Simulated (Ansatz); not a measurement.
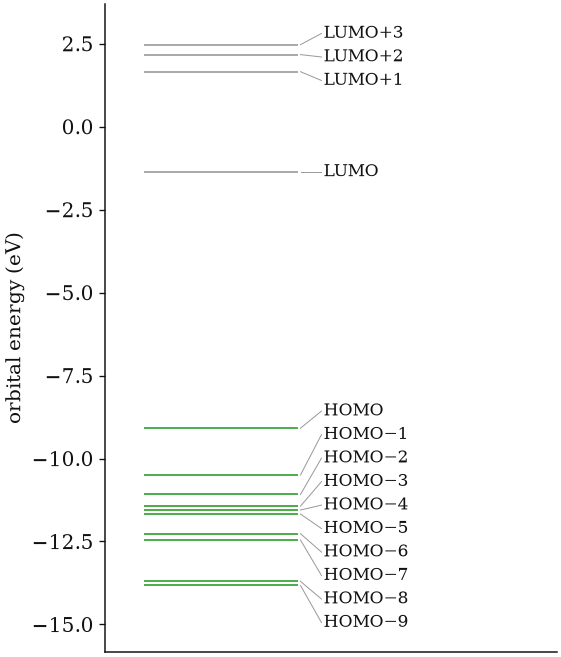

C₂H₇B₂ClO, SMILES CCB(O)BCl. Kohn-Sham orbital energies near the frontier, CAM-B3LYP/def2-TZVPP in the Ansatz code 0.2.0, at a PBE0-D4/def2-TZVP geometry (a minimum by its frequencies), isolated molecule; empty levels in grey, levels within 0.03 eV side by side.

Question: Where do the frontier orbitals lie?

Answer: HOMO at −9.09 eV, LUMO at −1.36 eV, 7.72 eV apart.

Question: How far below the HOMO does the next level lie?

Answer: 1.41 eV.

Question: List the levels.

Answer:
```tsv
orbital	energy (eV)
LUMO+3	2.47
LUMO+2	2.17
LUMO+1	1.66
LUMO	−1.36
HOMO	−9.09
HOMO−1	−10.50
HOMO−2	−11.08
HOMO−3	−11.43
HOMO−4	−11.55
HOMO−5	−11.67
HOMO−6	−12.27
HOMO−7	−12.46
HOMO−8	−13.70
HOMO−9	−13.83
```

Caveats: one conformer of a flexible molecule; empty levels above zero depend strongly on the basis.
